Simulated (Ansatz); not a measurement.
```yaml
atoms:
  - { symbol: N, position_ang: [0.1909, 1.6738, 1.3933] }
  - { symbol: C, position_ang: [0.2198, 0.5656, 0.8116] }
  - { symbol: S, position_ang: [-0.0079, -1.0928, 1.5545] }
  - { symbol: Si, position_ang: [0.3230, -0.7153, -0.4846] }
  - { symbol: O, position_ang: [-0.8316, -0.9728, -1.6034] }
  - { symbol: H, position_ang: [0.3473, 2.4319, 0.7291] }
  - { symbol: H, position_ang: [1.5976, -1.0915, -1.1182] }
  - { symbol: H, position_ang: [-1.7468, -0.8560, -1.3379] }
```

Geometry: PBE0-D4/def2-TZVP.

Method: Ansatz 0.2.0, RKS PBE0-D4/def2-TZVPP.

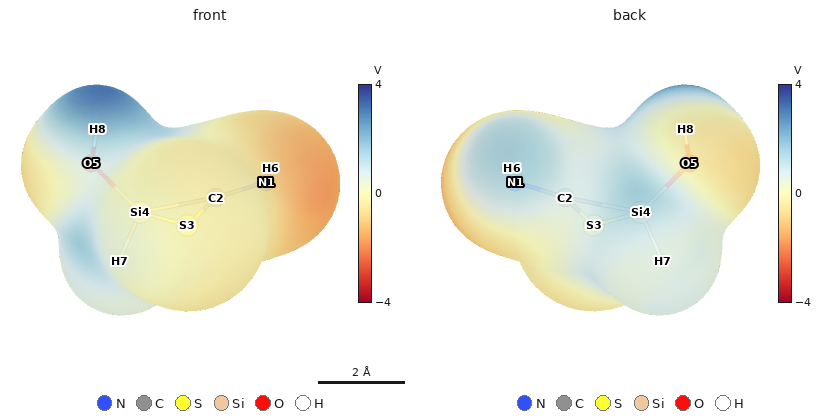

CH₃NOSSi. The electrostatic potential painted on the density surface at 0.002 e/bohr³, seen from the front and from behind; the colour scale runs from red (negative) to blue (positive).

Q: Describe the electrostatic potential map.

A: The most negative region (about −1.8 V) lies over N1, the most positive (about +3.1 V) over H8. N1 is the likeliest acceptor of a hydrogen bond.
